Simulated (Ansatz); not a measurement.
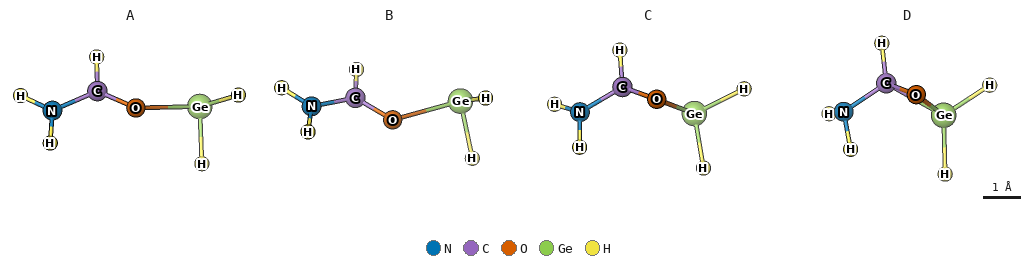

4 geometries from one relaxation of CH5GeNO (coarse preliminary run), in shuffled order. A ball-and-stick model, seen face on.

The start comes from a force field.

Theory: Ansatz, RKS PBE-D4/def2-SVP. Settings: force threshold 0.03 eV/Å; at most 200 steps.

Q: Order the frames from highest to lowest energy.

A: D, C, A, B. They are steps 0, 6, 12, 19, at +153.1 kJ/mol, +45.0 kJ/mol, +18.1 kJ/mol relative to the last. The largest move after the best rigid fit is that of an H atom, 1.43 Å. Largest moves by element: H 1.43 Å, O 1.16 Å, Ge 1.12 Å, C 0.61 Å, N 0.46 Å. Among the contacts that change: Ge–N 2.803 → 4.266 Å, C–Ge 1.871 → 2.962 Å, Ge–O 1.746 → 2.172 Å, C–O 1.331 → 1.242 Å. Bonds break, among them: C–Ge (1.87 → 2.96 Å). Bond angles that change, for instance: C–O–Ge 73.5° → 117.8°, H–Ge–H 121.1° → 91.5°, O–Ge–H 110.0° → 88.4°. The energy falls by 153.1 kJ/mol in 19 geometry steps. The largest force component goes from 4.4 to 0.01 eV/Å. The run took 13 s on 4 threads of Intel Xeon 6975P-C, with other jobs on the host.
